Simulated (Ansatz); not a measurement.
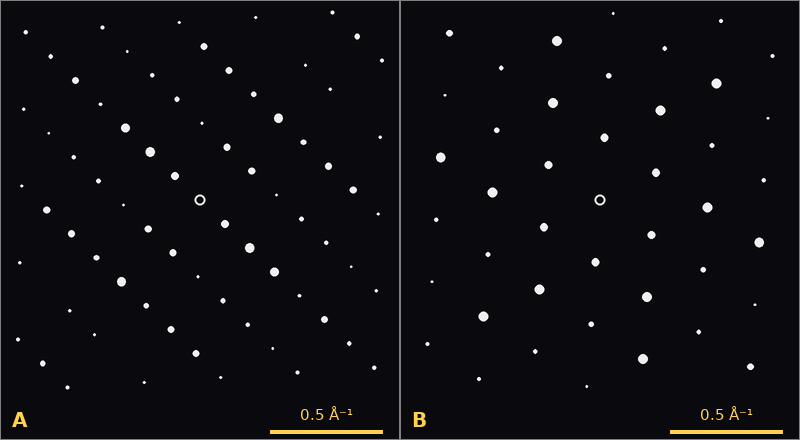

Kinematic electron diffraction patterns (200 kV, B = 0.5 Å², same scale, each along a low-index zone) of two structures of composition SiF, each relaxed at zero pressure with DFT PBE, scalar-relativistic, plane waves, PAW (Ansatz 0.2.0).

The structures (standard cells):
1. P2_13 (No. 198), a = 5.044 Å, 8 atoms; generated start, possibly hypothetical
2. Cmcm (No. 63), a = 3.919 Å, b = 12.874 Å, c = 2.489 Å, 8 atoms; generated start, possibly hypothetical

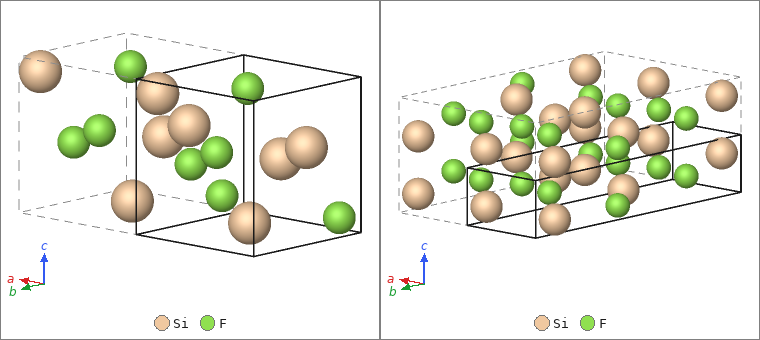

Drawings of the structures 1 to 2, from left to right (each may span several cells).

### Which pattern belongs to which structure, and along which zone?

A is structure 2 along [001]: centred rectangular net of 0 2 0 at d = 6.44 Å and 1 1 0 at d = 3.75 Å, 73.1° apart (some points of this net are extinct or too weak to see). B is structure 1 along [111] or an equivalent direction: hexagonal net of -1 1 0 at d = 3.57 Å and -1 0 1 at d = 3.57 Å, 60.0° apart.

### Rank the structures by their computed energy.

Structure 1 (P2_13, 16.04 Å³ an atom) is the lowest of these; structure 2 (Cmcm, 15.70 Å³ an atom) lies about 290 meV an atom higher. These are static energies at 0 K; other structures, not shown, may lie lower still.
